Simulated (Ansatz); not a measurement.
# Series on amorphous 32Ga2O3-68GeO2 (mol %), by density

How do energy, pressure, forces, levels, charges and cost follow the density?

Computed with Ansatz 0.2.0: Kohn-Sham DFT, PBE, PAW (set soft_2). Every run is a single point, with the atoms held where the recipe put them (cutoff of the plane-wave runs 420 eV, fixed occupations).

First member: 69 atoms (12 Fe, 13 Ge, 44 O) placed at random at 3.56 g/cm³, melted at 5000 K for 10 ps at fixed volume with the Morse and Coulomb pair potential with partial charges (Pedone, Malavasi, Menziani, Cormack and Segre, J. Phys. Chem. B 110, 11780 (2006)). Quenched from 5000 K to 300 K at 20 K/ps and fixed volume, held 5 ps, then minimised at fixed cell. Then Fe was replaced by Ga and the cell scaled by 1.006 (the potential has no terms for the new elements, so the cell is a start for a DFT relaxation).

Last member: 69 atoms (12 Fe, 13 Ge, 44 O) placed at random at 4.74 g/cm³, melted at 5000 K for 10 ps at fixed volume with the Morse and Coulomb pair potential with partial charges (Pedone, Malavasi, Menziani, Cormack and Segre, J. Phys. Chem. B 110, 11780 (2006)). Quenched from 5000 K to 300 K at 20 K/ps and fixed volume, held 5 ps, then minimised at fixed cell. Then Fe was replaced by Ga and the cell scaled by 1.006 (the potential has no terms for the new elements, so the cell is a start for a DFT relaxation).

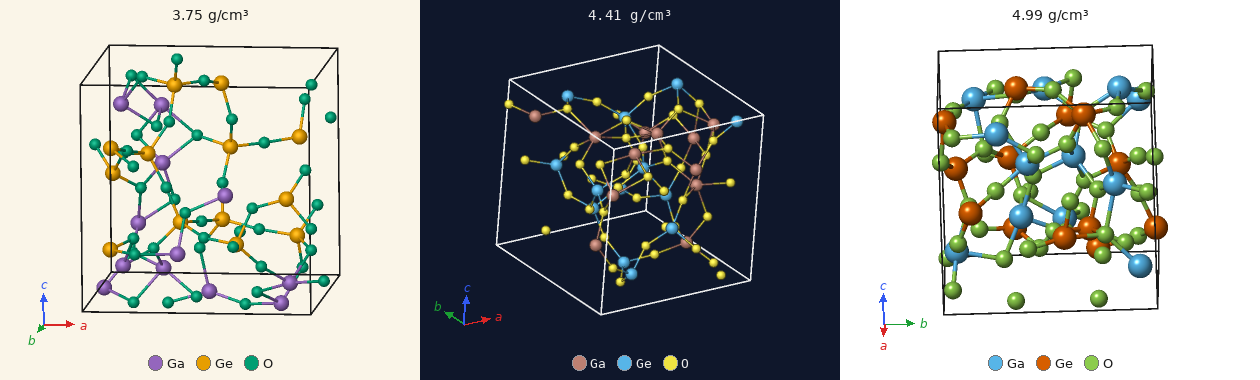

Three members of the series, labelled by density. Bonds to atoms that aren't drawn are left out. Some periodic images of atoms are drawn too.

The members:

```csv
density (g/cm³),reduced formula,atoms,valence electrons,k-mesh,basis,density (g/cm³)
3.746,Ga12Ge13O44,69,602,1×1×1,plane waves,3.75
3.953,Ga12Ge13O44,69,602,1×1×1,plane waves,3.95
4.162,Ga12Ge13O44,69,602,1×1×1,plane waves,4.16
4.411,Ga12Ge13O44,69,602,1×1×1,plane waves,4.41
4.661,Ga12Ge13O44,69,602,1×1×1,plane waves,4.66
4.994,Ga12Ge13O44,69,602,1×1×1,plane waves,4.99
```

Each cell is one sample from a classical run, so sample-to-sample scatter enters every column.

The input of the first member, without its atom lines; other members have their own cell and atoms, and may differ in mesh, basis and outputs:

```yaml
crystal:
  lattice:
    - [10.3277, 0.0, 0.0]
    - [0.0, 10.3277, 0.0]
    - [0.0, 0.0, 10.3277]
  atoms:
    [... 69 lines ...]
kpoints:
  mp_grid: { grid: [1, 1, 1] }
hamiltonian:
  xc: pbe
scf:
  occupations: { method: fixed }
output:
  forces: true
  stress: true
  populations: true
  dos:
    method: { smearing: { sigma: 0.1 } }
    de: 0.1
    projected: { site_lists: { Ga: [Ga], Ge: [Ge], O: [O] } }
  eigenvalues: true
  write_density: true
  write_potential: true
  volumetric_format: npy
```

Predict the trends along the series.

Results; charges are mean Löwdin charges in e:

```csv
density (g/cm³),energy less the first member's (meV/atom),pressure (GPa),r.m.s. force (eV/Å),gap (eV),q(Ge),q(Ga),q(O)
3.746,0.0,-0.244,0.800,0.218,+1.65,+1.04,-0.71
3.953,-3.3,-0.233,0.887,1.22,+1.62,+1.06,-0.71
4.162,26.2,-2.84,0.874,0.483,+1.62,+1.03,-0.70
4.411,4.3,-0.137,0.872,1.09,+1.61,+1.03,-0.70
4.661,23.9,-1.57,0.889,0.899,+1.60,+1.02,-0.69
4.994,18.8,-3.63,0.851,0.777,+1.57,+1.01,-0.69
```

The gap is that between the highest filled and lowest empty Kohn-Sham level on the run's k-points; tail or defect levels can set it, and semilocal functionals tend to put gaps under measured ones. Atoms aren't relaxed at this level, so pressure against density here is no equation of state. The projection misses up to 0.038 e an atom, so the charges add up to more than the cell's charge.

Bonds in each cell, which the recipe sets and DFT didn't move; cutoffs follow each cell's own g(r) within set bounds (mean length in Å, and neighbours of the second kind about the first):

```csv
density (g/cm³),Ga-O length,Ga-O count,Ge-O length,Ge-O count
3.746,1.989,4.42,1.737,4.00
3.953,2.025,4.92,1.759,4.15
4.162,2.063,5.08,1.749,4.00
4.411,2.066,5.25,1.763,4.23
4.661,2.057,4.83,1.774,4.31
4.994,2.109,5.50,1.801,4.46
```

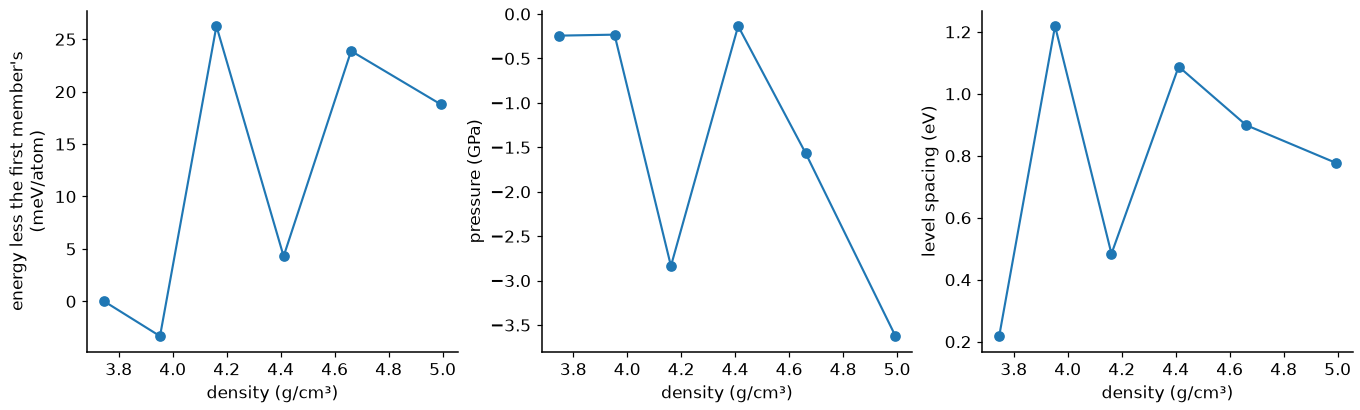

Results against density.

Cost on 8 threads of Arm Neoverse V2, shared host:

```csv
density (g/cm³),atoms,basis,k-mesh,SCF cycles,time,host memory (GiB)
3.746,69,plane waves,1×1×1,9,11 s,1.5
3.953,69,plane waves,1×1×1,9,9.9 s,1.5
4.162,69,plane waves,1×1×1,10,9.5 s,1.4
4.411,69,plane waves,1×1×1,10,7.6 s,1.4
4.661,69,plane waves,1×1×1,10,7.9 s,1.3
4.994,69,plane waves,1×1×1,9,7.1 s,1.2
```

Times include the outputs that each run asked for, on hosts shared with other jobs.

The energy against the first member is lowest at 3.95 g/cm³ (-3.3 meV/atom) and highest at 4.16 g/cm³ (26.2 meV/atom), with no steady trend; each member is a single configuration. The gap is lowest at 3.75 g/cm³ (0.218 eV) and highest at 3.95 g/cm³ (1.22 eV), with no steady trend; in single samples it varies with the configuration. The mean charge on Ge goes from +1.65 e at 3.75 to +1.57 e at 4.99 g/cm³. The pressure is lowest at 4.99 g/cm³ (-3.6 GPa) and highest at 4.41 g/cm³ (-0.14 GPa), with no steady trend.

**Limits.** The quench rate of 20 K/ps is many orders above laboratory rates, so the cell is likely richer in defects and strain than a real sample. The starting topology of bonds comes from the classical model, and needn't be the one that DFT or experiment would give. At 3.75 the occupations were fixed although filled and empty levels nearly touch, so that state is doubtful. The cells aren't relaxed by DFT, which could reorder their energies. The cells were made for other elements and scaled, so their density isn't DFT's own.

[Logs are printed without paths, hosts, clocks, repeated set-up lines and the standing remarks that a program may print on its own settings, such as how far it seeks lower states.]

[Hosts, paths, dates, database ids (printed as entryN), source tags and the programs' standing remarks are cut or masked in the printed files.]
